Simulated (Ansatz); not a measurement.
## Fields on a plane of SnP3 (space group R-3m)

```yaml
crystal:
  lattice:
    - [3.69085, 2.13092, 3.42683]
    - [-3.69085, 2.13092, 3.42683]
    - [0.00000, -4.26183, 3.42683]
  atoms:
    - { symbol: Sn, position: [0.74220, 0.74220, 0.74220] }
    - { symbol: Sn, position: [0.25780, 0.25780, 0.25780] }
    - { symbol: P, position: [0.20552, 0.20552, 0.74742] }
    - { symbol: P, position: [0.79448, 0.79448, 0.25258] }
    - { symbol: P, position: [0.74742, 0.20552, 0.20552] }
    - { symbol: P, position: [0.25258, 0.79448, 0.79448] }
    - { symbol: P, position: [0.20552, 0.74742, 0.20552] }
    - { symbol: P, position: [0.79448, 0.25258, 0.79448] }
```

The slice is a (-1 0 1 2) plane (indices of the conventional cell) through the point (0.794, 0.794, 0.253) (fractional), spanned by u = [100] and v = [0 1 -1] in vectors of this cell: u (5.47 Å) and v (7.38 Å, at 90° to u). It covers one period; positions are fractions (u, v).

Atoms on it: P at (0.00, 0.00); P at (0.00, 0.46). Other atoms lie within 1 Å of the plane.

These are PBEsol (plane waves to 420 eV, PAW, scalar-relativistic; Ansatz, a program for electronic structure) values and carry that method's errors. k mesh 9×9×9. Inside the PAW spheres the values are not all-electron values, and peaks at nuclei hang on which shells count as valence. SnP3 was relaxed with its symmetry unable to fall.

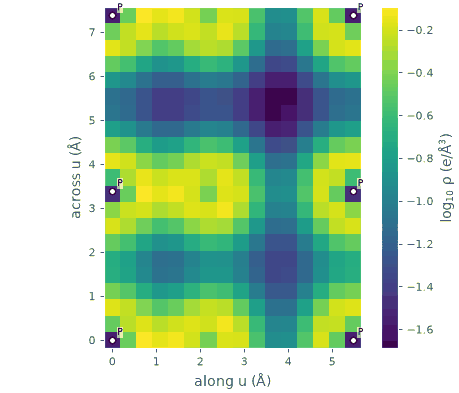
Log₁₀ of the valence density in e/Å³, one period of the plane, atoms marked. The scale is logarithmic, as a density can span decades between atoms and voids.

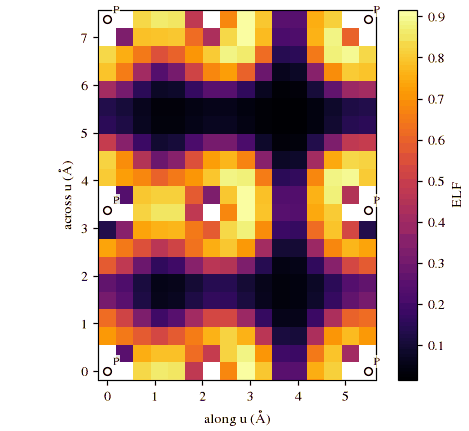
Figure. Electron localisation function (ELF), one period of the plane, atoms marked. Points within 0.4 Å of a nucleus are left white, as the pseudised field means little there.
